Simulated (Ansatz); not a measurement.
The reference is TiO₂ in the rutile structure (space group P4_2/mnm, No. 136; a = 4.5481 Å, c = 2.9171 Å).

Perturbation: every lattice vector is shortened by 1.80 %, atoms relaxed at fixed cell.

Level of theory: LDA (Ansatz, an electronic-structure program), no SOC.

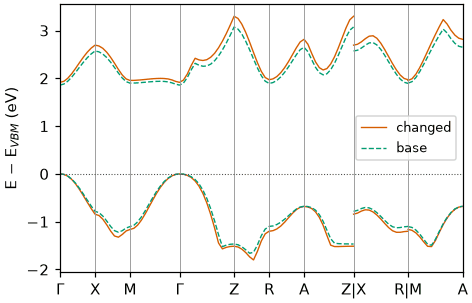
Figure: Highest valence and lowest conduction band along the path, each from its own valence-band maximum

From the figure, how large is the changed gap, and is it direct?

About 1.9 eV, direct at Γ.

The cells carry an imposed strain or load. No phonon test of stability was made. The final runs are not spin-polarised.
